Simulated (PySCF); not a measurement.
# C4H9B: NMR shielding calculation

System: C4H9B.
Method: GIAO PBE/pcSseg-1 NMR shielding, non-relativistic, gas phase (PySCF 2.14.0).

The geometry comes from this level: PBE0-D3(BJ)/def2-SVP. Figures and captions count atoms from 1; the log counts them from 0 in places.

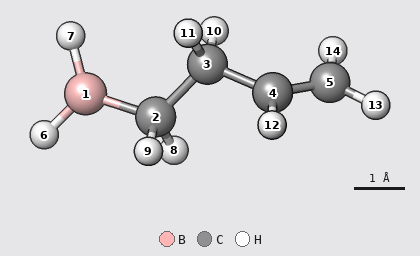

Fig. 1: The input geometry (ball-and-stick view, seen at a tilt; atoms are numbered from 1 in the order of the input). Bond lengths as drawn: B–C 1.56 Å, B–H 1.21 Å, C–C 1.33 to 1.53 Å and C–H 1.09 to 1.11 Å.

Key numbers

- outcome: converged
- total energy: −182.345067 hartree
- HOMO: −6.27 eV
- LUMO: −2.39 eV
- dipole moment: 0.45 D
- isotropic shielding, B: 1.2 ppm
- isotropic shielding, C: 30.6 to 140.6 ppm
- isotropic shielding, H: 23.2 to 29.4 ppm
- hardware: 1 CPU thread, shared host
- wall time: 9.9 s
- peak memory: 0.57 GiB

The input
```
{"job": {"kind": "nmr", "xc": "PBE", "basis": "pcSseg-1", "pop": false}, "charge": 0, "multiplicity": 1}
B     -2.277650     0.625175     0.645304
C     -1.107863     0.018943    -0.182855
C      0.257648    -0.137042     0.489187
C      1.297953    -0.726487    -0.410093
C      2.436158    -0.132817    -0.771863
H     -3.362374     0.769540     0.125750
H     -2.144204     0.962889     1.802269
H     -1.022095     0.627369    -1.106906
H     -1.472250    -0.952538    -0.577917
H      0.604321     0.840152     0.864019
H      0.141635    -0.780459     1.380197
H      1.075331    -1.726521    -0.807559
H      3.148916    -0.619515    -1.442839
H      2.699542     0.865295    -0.405583
```

The first line tells a small driver script what to run in PySCF; the rest is the geometry in Å.

Command:
```bash
OMP_NUM_THREADS=1 python <driver script> task.json out
```

Output
```
coarse grid: 11016 points
cycle   1  E = -182.2210277824  dE =  1.075e-01  |g| = 5.322e-01  |ddm| = 3.149e+00
cycle   2  E = -182.1366678356  dE =  8.436e-02  |g| = 7.690e-01  |ddm| = 1.240e+00
cycle   3  E = -182.3026742961  dE = -1.660e-01  |g| = 7.454e-02  |ddm| = 8.205e-01
cycle   4  E = -182.3035749489  dE = -9.007e-04  |g| = 4.962e-02  |ddm| = 1.100e-01
cycle   5  E = -182.3041791125  dE = -6.042e-04  |g| = 1.563e-02  |ddm| = 4.642e-02
cycle   6  E = -182.3042433211  dE = -6.421e-05  |g| = 3.716e-03  |ddm| = 1.471e-02
cycle   7  E = -182.3042466397  dE = -3.319e-06  |g| = 9.031e-04  |ddm| = 3.412e-03
final grid: 104392 points
cycle   8  E = -182.3450289410  dE = -2.391e-05  |g| = 1.181e-02  |ddm| = 3.003e-02
cycle   9  E = -182.3449780162  dE =  5.092e-05  |g| = 1.804e-02  |ddm| = 2.711e-02
cycle  10  E = -182.3450651190  dE = -8.710e-05  |g| = 2.850e-03  |ddm| = 1.744e-02
cycle  11  E = -182.3450672923  dE = -2.173e-06  |g| = 5.047e-04  |ddm| = 2.505e-03
cycle  12  E = -182.3450673583  dE = -6.595e-08  |g| = 1.181e-04  |ddm| = 4.620e-04
cycle  13  E = -182.3450673618  dE = -3.526e-09  |g| = 2.761e-05  |ddm| = 1.171e-04
cycle  14  E = -182.3450673620  dE = -1.951e-10  |g| = 8.100e-06  |ddm| = 3.593e-05
```

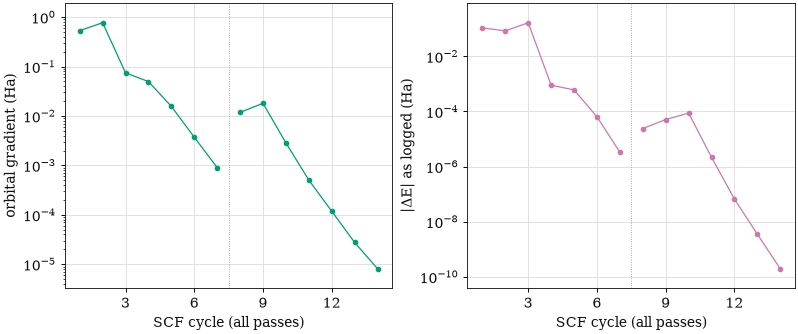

Fig. 2: Convergence of the self-consistent field: orbital gradient and size of the energy change against the SCF cycle. The dotted line marks the change from a coarse to the final integration grid. The first 7 cycles use a coarse grid, the final grid takes over at cycle 8, and the field converges after 14 cycles in all.

```
converged SCF energy = -182.3450673620

GIAO shielding tensors (ppm)
atom      isotropic    diamagn.    paramagn.     s11        s22        s33       span
  0 B        1.180     192.032    -190.852    -80.954    -34.823    119.318    200.271
  1 C      139.554     250.004    -110.450    102.326    155.315    161.021     58.695
  2 C      140.636     247.216    -106.580    119.690    136.400    165.817     46.127
  3 C       30.600     255.217    -224.618    -88.728     35.810    144.716    233.444
  4 C       60.991     253.092    -192.100    -44.875     80.051    147.798    192.672
  5 H       23.201      28.185      -4.983     16.102     26.289     27.213     11.111
  6 H       23.211      28.667      -5.456     15.211     27.108     27.315     12.104
  7 H       29.359      30.669      -1.310     25.058     29.046     33.972      8.914
  8 H       29.170      30.333      -1.162     24.885     28.685     33.942      9.056
  9 H       28.959      32.616      -3.656     25.834     28.608     32.436      6.602
 10 H       28.593      30.852      -2.260     25.423     27.204     33.151      7.727
 11 H       25.157      31.090      -5.933     22.949     24.743     27.779      4.830
 12 H       26.045      28.262      -2.217     23.381     25.225     29.528      6.147
 13 H       25.893      31.113      -5.220     22.771     25.648     29.261      6.490
```

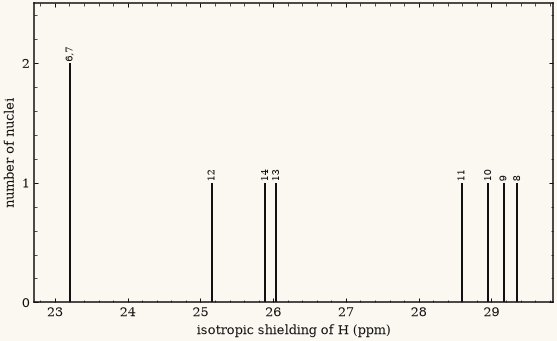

Fig. 3: Isotropic shieldings of the hydrogen nuclei in this fixed geometry, labelled by atom number; shielding grows to the right, so chemical shift grows to the left. The least shielded is H6 (23.2 ppm), the most shielded H8 (29.4 ppm).
